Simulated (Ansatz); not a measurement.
**CH6Si (methylsilane): methods side by side**

The species is CH6Si (8 atoms), meant as a singlet with charge 0. SMILES: `C[SiH3]`. The shape is that of a PBE0-D4/def2-TZVP optimisation.

```xyz
8

C    -0.1815    0.2397   -0.9403
Si    0.1624   -0.2145    0.8415
H    -1.2405    0.1125   -1.1756
H     0.3955   -0.3914   -1.6198
H     0.0866    1.2807   -1.1339
H    -0.6250    0.6462    1.7654
H     1.6056   -0.0400    1.1599
H    -0.2031   -1.6332    1.1028
```

Quantity: the energy change with the C1–H5 bond stretched from 1.092 to 1.365 Å, in eV. The values are calculated.

| level | kind | program | value (eV) | less FCI/STO-3G | CPU time (all runs) |
| --- | --- | --- | --- | --- | --- |
| revPBE/STO-3G (restricted) | GGA | Ansatz | 0.86 | +0.01 | 2.3 s |
| r2SCAN/STO-3G (restricted) | meta-GGA | Ansatz | 0.97 | +0.12 | 5 s |
| BHLYP/STO-3G (restricted) | global hybrid | Ansatz | 1.09 | +0.24 | 2.2 s |
| r2SCAN0/STO-3G (restricted) | hybrid meta-GGA | Ansatz | 1.06 | +0.21 | 5 s |
| wB97M-V/STO-3G (restricted) | range-separated hybrid | Ansatz | 1.00 | +0.15 | 38 s |
| MP2/STO-3G (restricted) | perturbation theory | Ansatz | 0.98 | +0.13 | 0.18 s |
| CCSDT/STO-3G (restricted) | coupled cluster or CI | Ansatz | 0.86 | +0.01 | 0.49 s |
| FCI/STO-3G | exact in the basis | Ansatz | 0.85 | 0.00 | 94 s |

FCI/STO-3G is exact within its basis and frozen core, so for wave-function methods in that basis the difference is their error; functionals converge differently with the basis, so for them it is only a difference. The first shape isn't each level's own minimum. The values span 0.85 to 1.09 eV. All rows use very small basis sets, so none should be taken for the real molecule's value. Times are those of the runs behind each value, whatever else they computed, on shared processors of several kinds: orders of magnitude only.

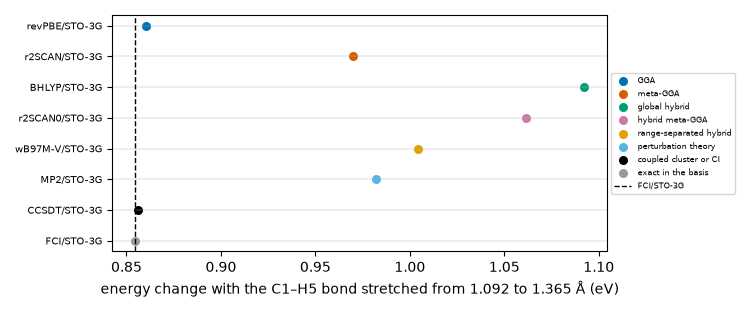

The values of the table, level by level.
